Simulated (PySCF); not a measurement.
SMILES Cc1ccsc1-c1ccccn1 (C10H9NS) at its GFN2-xTB optimised geometry (Å):

```
21

C      0.4931    -2.4031     0.0000
C      1.3046    -1.1548     0.0000
C      2.7191    -1.1548     0.0000
C      3.2605     0.0897     0.0000
S      2.0611     1.3132    -0.0001
C      0.7880     0.1219     0.0000
C     -0.5970     0.5363     0.0002
C     -0.9508     1.8924     0.0029
C     -2.2869     2.2359     0.0025
C     -3.2411     1.2273    -0.0004
C     -2.7943    -0.0845    -0.0028
N     -1.5213    -0.4270    -0.0026
H     -0.1531    -2.4320    -0.8748
H     -0.1557    -2.4304     0.8729
H      1.1429    -3.2749     0.0017
H      3.3072    -2.0558     0.0001
H      4.2958     0.3682    -0.0001
H     -0.1820     2.6504     0.0052
H     -2.5843     3.2749     0.0048
H     -4.2958     1.4534    -0.0006
H     -3.4925    -0.9125    -0.0051
```

Method: B3LYP/def2-SVP run with PySCF. Cells within 0.4 Å of a nucleus heavier than hydrogen are left out (blank, or x).

Map of the log10 of the electron density (e/bohr³), floored at −4 on the plane z = 0.0 Å:

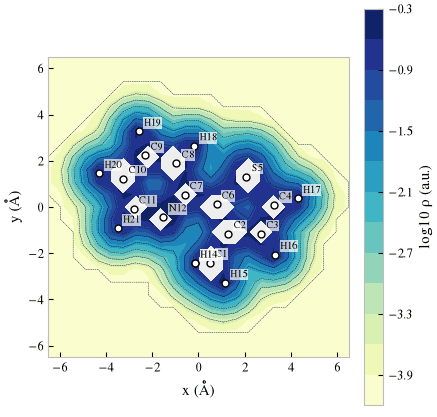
*Log10 of the electron density (e/bohr³), floored at −4 on the plane z = 0.0 Å.*
